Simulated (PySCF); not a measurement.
# One shape, several levels: doublet [BCl3]+

Aim: a comparison of 6 runs (UHF/STO-3G, UHF/3-21G, UB3LYP/6-311+G**, UPBE0/6-311+G**, UTPSS/6-311+G**, USCS-MP2/6-311+G**) of doublet [BCl3]+. Input form: a Python script.

The calculation is run with PySCF 2.14.0.

1 further run of the same task is left out (set aside as unsound or not needed).

## (1) The system as given

[BCl3]+: 4 atoms, total charge +1, spin state doublet. SMILES of the parent species: `ClB(Cl)Cl`. The coordinates come from a PBE0-D4/def2-TZVP relaxation. That shape belongs to the parent species and isn't relaxed for this state.

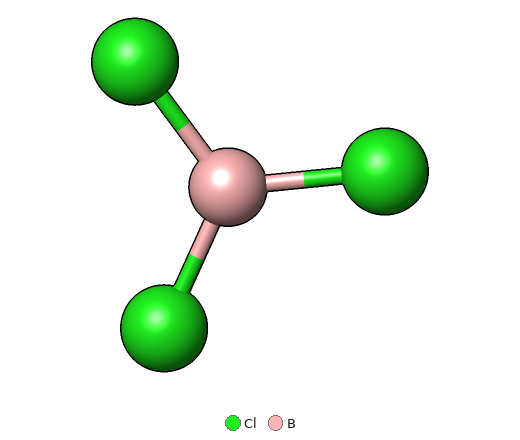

Viewed from a chosen angle; chlorine green, boron pink.

## (2) The energy at UHF/STO-3G (run 1)

Input file job.py:

```python
from pyscf import gto

mol = gto.Mole()
mol.atom = '''
Cl  -0.257920   0.516440   1.638340
B    0.000000   0.000000  -0.000010
Cl   0.942010  -1.423060  -0.324000
Cl  -0.684100   0.906610  -1.314320
'''
mol.charge = 1
mol.basis = 'sto-3g'
mol.max_memory = 1860
mol.spin = 1
mol.verbose = 3
mol.build()

mf = mol.UHF()
mf.conv_tol = 1e-10
mf.kernel()
if not mf.converged:
    mf = mf.newton().run(mf.mo_coeff, mf.mo_occ)

e_tot = mf.e_tot
print(f'total energy: {e_tot:.8f} hartree')
```

On the command line:

```console
$ OMP_NUM_THREADS=1 python job.py
```

What it wrote:

```text
converged SCF energy = -1387.80156407496  <S^2> = 0.75384027  2S+1 = 2.0038366
total energy: -1387.80156407 hartree
```

It took 0.68 s on 1 thread of Arm Neoverse V2, shared host; peak memory 0.12 GiB.

## (3) A single-point energy at UHF/3-21G (run 2)

Input file start.xyz:

```xyz
4

Cl    -0.257920     0.516440     1.638340
B      0.000000     0.000000    -0.000010
Cl     0.942010    -1.423060    -0.324000
Cl    -0.684100     0.906610    -1.314320
```

Input file input.py:

```python
from pyscf import gto

mol = gto.M(
    atom='start.xyz',
    charge=1,
    max_memory=1860,
    basis='3-21g',
    verbose=3,
    spin=1,
)

mf = mol.UHF()
mf.conv_tol = 1e-10
mf.kernel()
if not mf.converged:
    mf = mf.newton().run(mf.mo_coeff, mf.mo_occ)

e_tot = mf.e_tot
print('E(%s) = %.9f' % ('HF', e_tot))
```

On the command line:

```console
$ OMP_NUM_THREADS=1 python input.py
```

What it wrote:

```text
converged SCF energy = -1396.07687776745  <S^2> = 0.76787162  2S+1 = 2.0177925
E(HF) = -1396.076877767
```

Run time: 0.78 s. Hardware: 1 thread of Arm Neoverse V2, shared host; peak memory 0.12 GiB.

## (4) The energy at UB3LYP/6-311+G(d,p) (run 3)

Input file run.py:

```python
from pyscf import gto, dft

system = gto.Mole()
system.atom = [
    ('Cl', (-0.257920, 0.516440, 1.638340)),
    ('B', (-0.000000, 0.000000, -0.000010)),
    ('Cl', (0.942010, -1.423060, -0.324000)),
    ('Cl', (-0.684100, 0.906610, -1.314320)),
]
system.charge = 1
system.spin = 1
system.basis = '6-311+g**'
system.verbose = 3
system.max_memory = 1860
system.build()

calc0 = dft.UKS(system)
calc0.xc = 'b3lyp'
calc0.conv_tol = 1e-10
calc0.grids.level = 5
calc0.kernel()
if not calc0.converged:
    calc0 = calc0.newton().run(calc0.mo_coeff, calc0.mo_occ)

e_final = calc0.e_tot
print(f'total energy: {e_final:.8f} hartree')
```

On the command line:

```console
$ OMP_NUM_THREADS=1 python run.py
```

What it wrote:

```text
converged SCF energy = -1405.24256327721  <S^2> = 0.75338224  2S+1 = 2.0033794
total energy: -1405.24256328 hartree
```

It took 32 s on 1 thread of Arm Neoverse V2, shared host; peak memory 0.61 GiB.

Runs 4 to 5 aren't shown in full; the table further down has their settings and results.

## (5) The energy at USCS-MP2/6-311+G(d,p) (run 6)

Input file run.py:

```python
from pyscf import gto, scf, mp

mol = gto.Mole()
mol.atom = 'Cl -0.257920 0.516440 1.638340; B -0.000000 0.000000 -0.000010; Cl 0.942010 -1.423060 -0.324000; Cl -0.684100 0.906610 -1.314320'
mol.max_memory = 1860
mol.charge = 1
mol.verbose = 4
mol.basis = '6-311+g**'
mol.spin = 1
mol.build()

mf = scf.UHF(mol)
mf.conv_tol = 1e-10
mf.kernel()
if not mf.converged:
    mf = mf.newton().run(mf.mo_coeff, mf.mo_occ)

pt = mp.MP2(mf, frozen=16).run()
e_final = mf.e_tot + 1.2 * pt.e_corr_os + pt.e_corr_ss / 3
print(f'total energy: {e_final:.8f} hartree')
```

On the command line:

```console
$ OMP_NUM_THREADS=1 python run.py
```

What it wrote:

```text
PySCF version 2.14.0

[... 96 lines left out ...]
converged SCF energy = -1402.90584752807  <S^2> = 0.77541227  2S+1 = 2.0252528
[... 1 line left out ...]
******** <class 'pyscf.mp.ump2.UMP2'> ********
nocc = (np.int64(12), np.int64(11)), nmo = (96, 96)
frozen orbitals 16
E(UMP2) = -1403.41942293275  E_corr = -0.513575404674865
E(SCS-UMP2) = -1403.39780125563  E_corr = -0.491953727560887
E_corr(same-spin) = -0.143465490056482
E_corr(oppo-spin) = -0.370109914618383
total energy: -1403.39780126 hartree
```

Wall time 6 s (1 thread of Arm Neoverse V2, shared host); peak memory 0.33 GiB.

## (6) The series

```
run               level  integration grid  frozen core orbitals   energy (Eh)  HOMO energy (eV)  LUMO energy (eV)   ⟨S²⟩  wall time
  1          UHF/STO-3G                 –                     –  -1387.801564            -17.16            -11.54  0.754     0.68 s
  2           UHF/3-21G                 –                     –  -1396.076878            -17.99            -11.82  0.768     0.78 s
  3    UB3LYP/6-311+G**                 5                     –  -1405.242563            -15.68            -13.69  0.753       32 s
  4     UPBE0/6-311+G**                 5                     –  -1404.706507            -15.87            -13.61  0.754       32 s
  5     UTPSS/6-311+G**                 5                     –  -1405.276317            -14.87            -14.02  0.752       69 s
  6  USCS-MP2/6-311+G**                 –                    16  -1403.397801            -17.51            -11.11  0.775        6 s
```

## (7) Outcome

```
                                                         quantity           value
                                              run 6: total energy  -1403.39780 Eh
run 6: HOMO energy (Hartree–Fock orbitals) (highest over α and β)       -17.51 eV
 run 6: LUMO energy (Hartree–Fock orbitals) (lowest over α and β)       -11.11 eV
              run 6: correlation energy (16 core orbitals frozen)      -492.0 mEh
                         run 6: ⟨S²⟩ of the reference determinant           0.775
```

What this shows: Totals of different functionals can't be ranked against each other. In run 1 the basis is minimal, so the values are rough. All runs together took 2.3 min, the longest 69 s.
